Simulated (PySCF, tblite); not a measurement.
# Al₃ClH₁₁N₃, a small molecule taken as a stand-in for a surface group (AlN 3-ring): NMR shifts, core binding energies and electronic excitations

What NMR shifts, core binding energies and electronic excitations should one expect for `[Cl][AlH-]1[NH2+][AlH2-][NH2+][AlH2-][NH2+]1`?

Computed with tblite 0.8.0 and PySCF 2.14.0; each step states its level. No surroundings beyond the atoms listed, unless a continuum is named. Atoms count from 0, parts from 1.

### 1 The system as given

18 atoms, charge 0, multiplicity 1; geometry: distance geometry start.

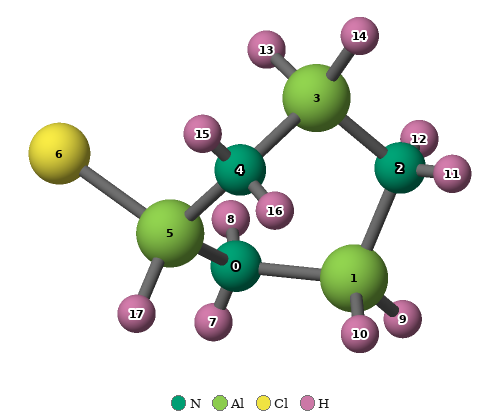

The starting geometry (nitrogen teal, aluminium green, chlorine yellow, hydrogen pink), atoms numbered.

### 2 Geometry optimisation with GFN2-xTB

The job: settings as JSON, then the geometry in Å.

```
{"job": {"kind": "relax", "xc": "GFN2-xTB", "basis": "xTB"}, "charge": 0, "multiplicity": 1}
N      0.618223     0.930991    -0.531816
Al     1.444671     0.517254     1.159204
N      0.649164     1.603057     2.522016
Al    -1.231151     1.814600     2.194462
N     -1.871889     0.276981     1.246604
Al    -1.201629     0.263131    -0.530326
Cl    -2.478013     1.568783    -1.823639
H      1.143400     0.504704    -1.300272
H      0.597200     1.952548    -0.664934
H      2.925863     0.807104     1.070693
H      1.233848    -0.940903     1.473459
H      0.777142     1.156039     3.441130
H      1.084076     2.513558     2.553542
H     -1.441082     3.058797     1.337251
H     -1.970525     1.960728     3.505312
H     -2.891762     0.284323     1.220763
H     -1.572333    -0.571699     1.735830
H     -1.208794    -1.152577    -1.102864
```

Method: GFN2-xTB geometry optimisation, gas phase.

Started as:

```sh
$ OMP_NUM_THREADS=1 python cluster_run.py task.json out
```

The driver reads the jobs from task.json and runs them one after another.

The program printed:

```text
step      E/eV     max force
  0    -608.87459    2.614
  1    -609.06272    2.029
  2    -609.20177    3.222
  3    -609.32561    0.477
  4    -609.35769    0.403
  5    -609.40289    0.667
  6    -609.42219    0.514
  7    -609.43727    0.204
  8    -609.44254    0.194
  9    -609.45085    0.272
 10    -609.45778    0.310
 11    -609.46524    0.252
 12    -609.47077    0.242
 13    -609.47506    0.184
 14    -609.47840    0.150
 15    -609.48061    0.124
 16    -609.48241    0.136
 17    -609.48451    0.191
 18    -609.48701    0.216
 19    -609.49035    0.215
 20    -609.49432    0.218
 21    -609.49817    0.229
 22    -609.50121    0.191
 23    -609.50303    0.125
 24    -609.50425    0.113
 25    -609.50600    0.155
 26    -609.50834    0.189
 27    -609.51077    0.156
 28    -609.51281    0.099
 29    -609.51437    0.090
 30    -609.51577    0.139
 31    -609.51729    0.137
 32    -609.51864    0.090
 33    -609.51977    0.074
 34    -609.52091    0.107
 35    -609.52211    0.125
 36    -609.52321    0.095
 37    -609.52405    0.075
 38    -609.52466    0.084
 39    -609.52510    0.080
 40    -609.52548    0.049
 41    -609.52581    0.060
 42    -609.52629    0.066
 43    -609.52698    0.108
 44    -609.52793    0.120
 45    -609.52894    0.094
 46    -609.52976    0.088
 47    -609.53031    0.068
 48    -609.53069    0.058
 49    -609.53098    0.032
 50    -609.53122    0.035
 51    -609.53146    0.042
 52    -609.53171    0.047
 53    -609.53197    0.033
 54    -609.53223    0.042
 55    -609.53253    0.053
 56    -609.53290    0.058
 57    -609.53329    0.051
 58    -609.53363    0.046
 59    -609.53390    0.034
 60    -609.53415    0.045
 61    -609.53444    0.052
 62    -609.53475    0.051
 63    -609.53505    0.054
 64    -609.53533    0.054
 65    -609.53565    0.057
 66    -609.53608    0.051
 67    -609.53656    0.055
 68    -609.53695    0.053
 69    -609.53728    0.041
 70    -609.53757    0.038
 71    -609.53792    0.058
 72    -609.53840    0.073
 73    -609.53898    0.089
 74    -609.53952    0.083
 75    -609.53991    0.055
 76    -609.54015    0.034
 77    -609.54030    0.031
 78    -609.54043    0.032
 79    -609.54061    0.037
 80    -609.54084    0.046
 81    -609.54103    0.039
 82    -609.54117    0.026
 83    -609.54128    0.025
 84    -609.54139    0.034
 85    -609.54153    0.043
 86    -609.54170    0.036
 87    -609.54185    0.030
 88    -609.54196    0.026
 89    -609.54205    0.029
 90    -609.54213    0.029
 91    -609.54219    0.018
 92    -609.54223    0.015
 93    -609.54226    0.017
 94    -609.54230    0.018
 95    -609.54235    0.018
 96    -609.54239    0.016
 97    -609.54242    0.012
 98    -609.54244    0.010
 99    -609.54246    0.012
100    -609.54247    0.010
101    -609.54248    0.010
102    -609.54249    0.010
103    -609.54250    0.009
104    -609.54251    0.011
105    -609.54252    0.008
106    -609.54253    0.008
```

Wall time 3.4 s (1 thread of Arm Neoverse V2, shared host).

The steps of the relaxation:

```
step  energy from step 0 (eV)  largest force (eV/Å)
   0                   0.0000                2.6141
   4                  -0.4831                0.4027
   8                  -0.5679                0.1940
  12                  -0.5962                0.2423
  16                  -0.6078                0.1354
  20                  -0.6197                0.2178
  24                  -0.6297                0.1136
  28                  -0.6382                0.0990
  32                  -0.6440                0.0907
  36                  -0.6486                0.0950
  40                  -0.6509                0.0491
  44                  -0.6533                0.1198
  48                  -0.6561                0.0577
  52                  -0.6571                0.0475
  56                  -0.6583                0.0578
  60                  -0.6596                0.0448
  64                  -0.6607                0.0544
  68                  -0.6624                0.0523
  72                  -0.6638                0.0733
  76                  -0.6656                0.0339
  80                  -0.6662                0.0456
  84                  -0.6668                0.0340
  88                  -0.6674                0.0258
  92                  -0.6676                0.0145
  96                  -0.6678                0.0163
 100                  -0.6679                0.0099
 104                  -0.6679                0.0105
 106                  -0.6679                0.0079
```

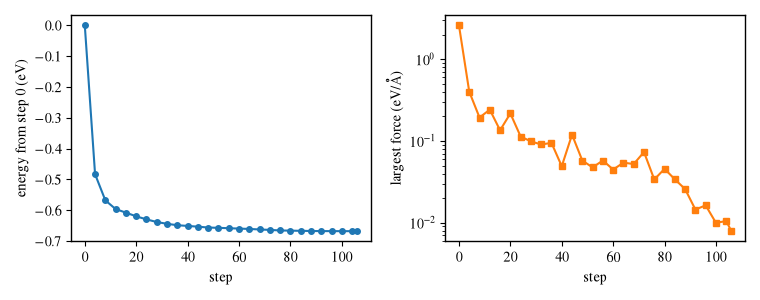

Energy and force, step by step.

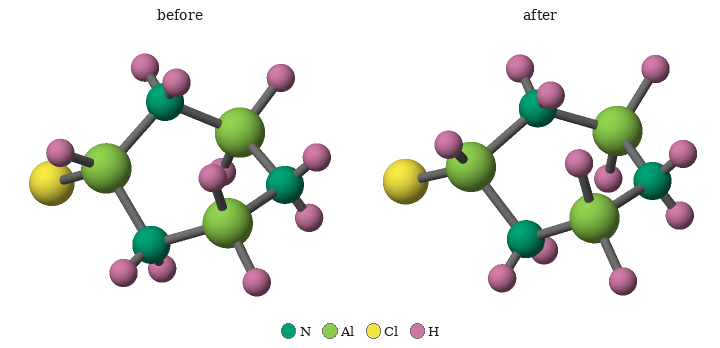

The geometry before (left) and after (right).

Distances of close pairs at the start and the end, largest changes first:

```
   bond  before (Å)  after (Å)  change (Å)
Al5–Cl6       2.238      2.031      -0.206
 N4–Al5       1.899      1.953      +0.054
Al1–H10       1.506      1.560      +0.053
Al3–H14       1.512      1.553      +0.041
 Al1–H9       1.512      1.552      +0.040
Al3–H13       1.525      1.562      +0.036
 Al1–N2       1.915      1.947      +0.032
 N2–Al3       1.920      1.942      +0.022
```

### 3 Optimising the geometry at PBE0-D3(BJ)/def2-SVP

The job: settings as JSON, then the geometry in Å.

```
{"job": {"xc": "PBE0", "basis": "def2-SVP", "d3": "d3bj", "grid": 2, "kind": "geom", "shake": 0.01}, "charge": 0, "multiplicity": 1}
N      0.822870     0.094700    -1.438593
Al     1.707425    -0.561625     0.115106
N      0.897156     0.581253     1.471338
Al    -0.922811     1.062308     1.286725
N     -1.541499    -0.406651     0.154982
Al    -0.927430    -0.747611    -1.657012
Cl    -2.041385     0.108864    -3.106556
H      1.396230     0.060437    -2.287357
H      0.615239     1.129263    -1.291948
H      3.203131    -0.163079    -0.020431
H      1.265957    -2.000705     0.532419
H      1.063092     0.105629     2.379550
H      1.429281     1.459652     1.548152
H     -0.960460     2.413710     0.513908
H     -1.680777     0.870474     2.654722
H     -2.547280    -0.528401     0.259363
H     -1.098839    -1.205687     0.609837
H     -0.698672    -2.266889    -1.698290
```

The program printed:

```text
step   0  E = -1357.46686626  max force = 0.032998
step   1  E = -1357.48119676  max force = 0.012655
step   2  E = -1357.48247602  max force = 0.003311
step   3  E = -1357.48364683  max force = 0.007098
step   4  E = -1357.48422366  max force = 0.005542
step   5  E = -1357.48444531  max force = 0.002019
step   6  E = -1357.48455108  max force = 0.001168
step   7  E = -1357.48458929  max force = 0.001139
step   8  E = -1357.48464045  max force = 0.000568
step   9  E = -1357.48466652  max force = 0.000514
step  10  E = -1357.48468793  max force = 0.000463
step  11  E = -1357.48470095  max force = 0.000450
step  12  E = -1357.48470935  max force = 0.000260
optimisation converged
```

It took 3.8 min on 1 thread of Arm Neoverse V2, shared host; peak memory 0.84 GiB.

The steps of the relaxation:

```
step  energy from step 0 (eV)  largest force component (eV/Å)
   0                   0.0000                          1.6968
   1                  -0.3900                          0.6507
   2                  -0.4248                          0.1703
   3                  -0.4566                          0.3650
   4                  -0.4723                          0.2850
   5                  -0.4784                          0.1038
   6                  -0.4812                          0.0601
   7                  -0.4823                          0.0586
   8                  -0.4837                          0.0292
   9                  -0.4844                          0.0264
  10                  -0.4850                          0.0238
  11                  -0.4853                          0.0231
  12                  -0.4855                          0.0134
```

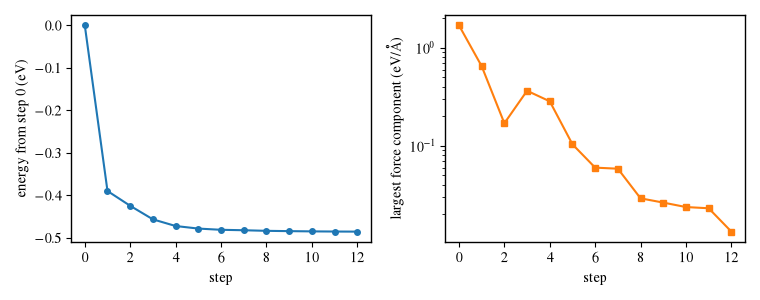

Energy and force, step by step.

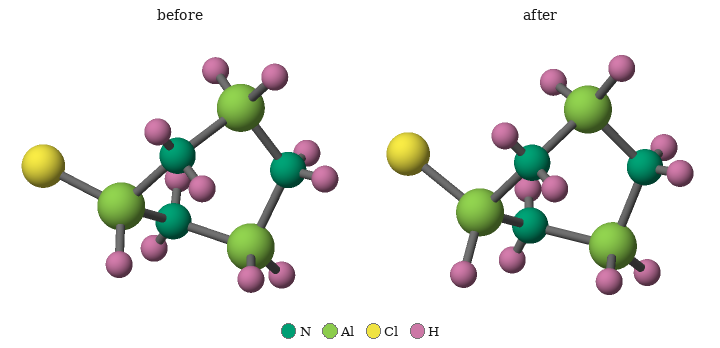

The geometry before (left) and after (right).

Close pairs (by a distance rule), those that changed most:

```
   bond  before (Å)  after (Å)  change (Å)
Al5–Cl6       2.019      2.138      +0.119
 N2–Al3       1.892      1.961      +0.070
 N0–Al1       1.905      1.960      +0.055
Al5–H17       1.537      1.584      +0.047
 Al1–H9       1.554      1.596      +0.042
Al3–H13       1.557      1.598      +0.040
  N0–H8       1.065      1.025      -0.040
Al1–H10       1.562      1.602      +0.040
```

The end geometry stands in the next job.

```
                         at the end point                value
  point group (found at 0.08 Å tolerance)                   C1
rotational constants (GHz, main isotopes)  1.720, 0.804, 0.637
                        dipole moment (D)                 3.09
```

### 4 NMR shieldings: PBE0/pcSseg-1

The job: settings as JSON, then the geometry in Å.

```
{"job": {"kind": "nmr", "xc": "PBE0", "basis": "pcSseg-1"}, "charge": 0, "multiplicity": 1}
N      0.895128     0.062189    -1.409025
Al     1.820615    -0.437808     0.244641
N      0.863620     0.655161     1.555061
Al    -1.022432     1.029896     1.167949
N     -1.555999    -0.590460     0.195588
Al    -0.823433    -0.818097    -1.590375
Cl    -2.069366     0.391431    -2.837200
H      1.480126    -0.198748    -2.207793
H      0.773355     1.076429    -1.495322
H      3.351805     0.004377     0.167383
H      1.379402    -1.943508     0.566343
H      0.947898     0.198716     2.467300
H      1.335353     1.555834     1.674102
H     -0.994781     2.239534     0.124740
H     -1.837207     1.096508     2.539745
H     -2.575495    -0.558098     0.097998
H     -1.372689    -1.426536     0.758339
H     -0.616416    -2.335139    -1.995689
```

With the program's defaults for keys left out, this is: GIAO PBE0/pcSseg-1 NMR shielding, non-relativistic, gas phase.

The program printed:

```text
coarse grid: 16504 points
cycle   1  E = -1357.7959447319  dE =  7.033e-02  |g| = 5.761e-01  |ddm| = 3.706e+00
cycle   2  E = -1357.7812098945  dE =  1.473e-02  |g| = 6.716e-01  |ddm| = 9.856e-01
cycle   3  E = -1357.8733936882  dE = -9.218e-02  |g| = 7.810e-02  |ddm| = 5.488e-01
cycle   4  E = -1357.8748207528  dE = -1.427e-03  |g| = 2.786e-02  |ddm| = 1.113e-01
cycle   5  E = -1357.8749809212  dE = -1.602e-04  |g| = 3.892e-03  |ddm| = 3.237e-02
cycle   6  E = -1357.8749843991  dE = -3.478e-06  |g| = 9.304e-04  |ddm| = 5.797e-03
final grid: 139488 points
cycle   7  E = -1357.9002605933  dE = -2.766e-05  |g| = 9.344e-03  |ddm| = 2.236e-02
cycle   8  E = -1357.9002446266  dE =  1.597e-05  |g| = 1.277e-02  |ddm| = 1.585e-02
cycle   9  E = -1357.9002779163  dE = -3.329e-05  |g| = 6.935e-04  |ddm| = 9.147e-03
cycle  10  E = -1357.9002779856  dE = -6.931e-08  |g| = 1.609e-04  |ddm| = 7.927e-04
cycle  11  E = -1357.9002779918  dE = -6.206e-09  |g| = 3.917e-05  |ddm| = 2.337e-04
cycle  12  E = -1357.9002779921  dE = -3.158e-10  |g| = 5.584e-06  |ddm| = 4.301e-05
converged SCF energy = -1357.9002779921

GIAO shielding tensors (ppm)
atom      isotropic    diamagn.    paramagn.     s11        s22        s33       span
  0 N      232.767     320.823     -88.056    221.323    232.414    244.563     23.241
  1 Al     432.125     795.589    -363.464    411.118    416.017    469.240     58.122
  2 N      239.846     320.142     -80.296    228.684    243.126    247.726     19.042
  3 Al     430.227     795.690    -365.463    409.788    412.198    468.695     58.908
  4 N      233.473     319.872     -86.399    214.428    235.161    250.830     36.402
  5 Al     439.604     794.174    -354.570    413.507    428.144    477.161     63.654
  6 Cl     964.427    1149.170    -184.742    897.659    952.885   1042.737    145.078
  7 H       30.996      29.793       1.202     24.438     26.486     42.063     17.625
  8 H       30.086      32.489      -2.404     25.851     25.986     38.419     12.569
  9 H       27.070      28.840      -1.770     23.529     24.877     32.805      9.276
 10 H       27.170      30.638      -3.469     24.482     25.911     31.115      6.633
 11 H       30.715      30.622       0.093     25.000     25.540     41.606     16.606
 12 H       30.704      30.594       0.110     25.156     25.524     41.432     16.276
 13 H       27.046      30.793      -3.747     24.034     26.612     30.492      6.458
 14 H       27.045      29.005      -1.960     23.402     24.950     32.783      9.381
 15 H       31.047      30.013       1.035     24.307     27.573     41.262     16.955
 16 H       30.318      31.827      -1.509     24.351     26.299     40.305     15.953
 17 H       27.064      28.468      -1.404     23.579     24.643     32.970      9.391
```

It took 33 s on 1 thread of Arm Neoverse V2, shared host; peak memory 0.94 GiB.

The references, computed at this level on geometries of the same kind, shield at (ppm): ¹H TMS 31.27, ¹⁵N NH3 265.7, ²⁷Al AlH4- 489.3, ³⁵Cl HCl 943. Their shielding less the atom's gives the shift. The references are single molecules in the gas phase, so shifts against H2O, NH3, PH3, H3PO4 or CFCl3 are not on the usual liquid scales and can be off by tens of ppm. Shifts against hydride references such as AlH4− lie on their own scale.

```
atoms                                 environment  σ (ppm)  δ (ppm)
  H14      hydrogen on an aluminium bonded to 2 N    27.05     4.22
  H13      hydrogen on an aluminium bonded to 2 N    27.05     4.22
  H17  hydrogen on an aluminium bonded to Cl, 2 N    27.06     4.20
   H9      hydrogen on an aluminium bonded to 2 N    27.07     4.20
  H10      hydrogen on an aluminium bonded to 2 N    27.17     4.10
   H8       hydrogen on a nitrogen bonded to 2 Al    30.09     1.18
  H16       hydrogen on a nitrogen bonded to 2 Al    30.32     0.95
  H12       hydrogen on a nitrogen bonded to 2 Al    30.70     0.56
  H11       hydrogen on a nitrogen bonded to 2 Al    30.72     0.55
   H7       hydrogen on a nitrogen bonded to 2 Al    31.00     0.27
  H15       hydrogen on a nitrogen bonded to 2 Al    31.05     0.22
   N0                nitrogen bonded to 2 Al, 2 H    232.8     32.9
   N4                nitrogen bonded to 2 Al, 2 H    233.5     32.2
   N2                nitrogen bonded to 2 Al, 2 H    239.8     25.8
  Al3                aluminium bonded to 2 N, 2 H    430.2     59.1
  Al1                aluminium bonded to 2 N, 2 H    432.1     57.2
  Al5              aluminium bonded to Cl, 2 N, H    439.6     49.7
  Cl6                       chlorine bonded to Al      964      -21
```

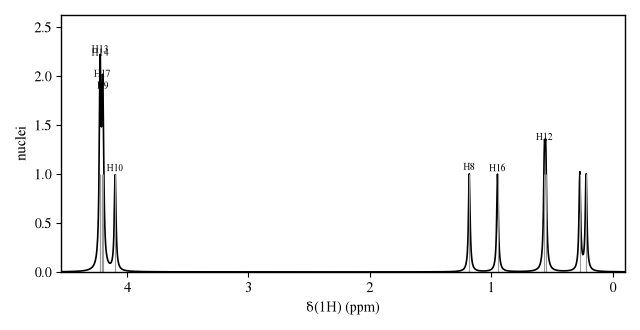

¹H lines at the computed shifts, without couplings. Lines are broadened to a width of 0.02 ppm (Lorentzian).

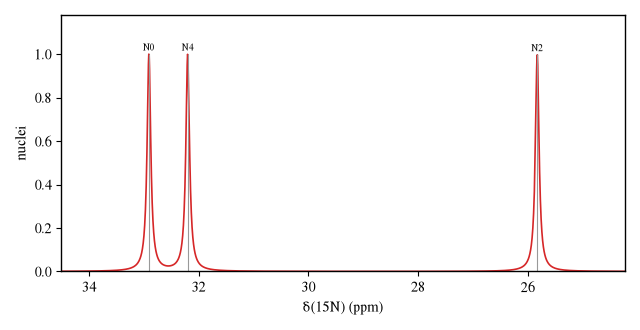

¹⁵N lines at the computed shifts, without couplings. Lines are broadened to a width of 0.08 ppm (Lorentzian).

Charges from the same density, by scheme (e):

```
atoms  Mulliken    IAO  Hirshfeld  ESP fit
   N0     -0.81  -0.80      -0.27    -0.56
  Al1      0.83   0.69       0.39     0.67
   N2     -0.82  -0.79      -0.27    -0.55
  Al3      0.80   0.68       0.39     0.66
   N4     -0.82  -0.80      -0.27    -0.62
  Al5      0.95   0.84       0.41     0.59
  Cl6     -0.44  -0.40      -0.26    -0.37
```

ESP fit charges:

N0 -0.56; Al1 0.67; N2 -0.55; Al3 0.66; N4 -0.62; Al5 0.59; Cl6 -0.37; H7 0.29; H8 0.25; H9 -0.31; H10 -0.28; H11 0.25; H12 0.25; H13 -0.27; H14 -0.31; H15 0.30; H16 0.27; H17 -0.25

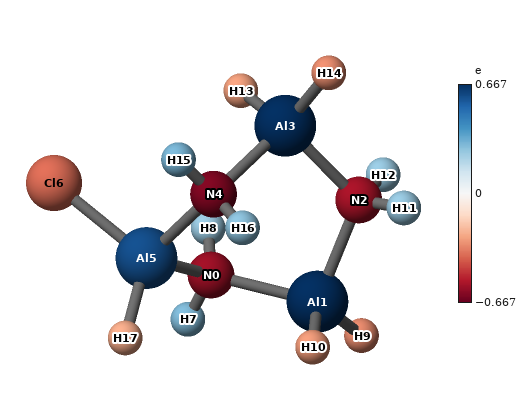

ESP fit charges, as colours on the atoms.

Mayer bond orders: N0–Al1 0.51, Al1–N2 0.52, N2–Al3 0.52, Al3–N4 0.51, N4–Al5 0.53, Al5–Cl6 0.90, Al5–N0 0.55.

Ring of atoms N0, Al1, N2, Al3, N4, Al5: NICS(0) -1.6, NICS(1) -1.9, NICS(1)zz 3.9 ppm (means of both faces).

(Part 1 of 2 ends here.)
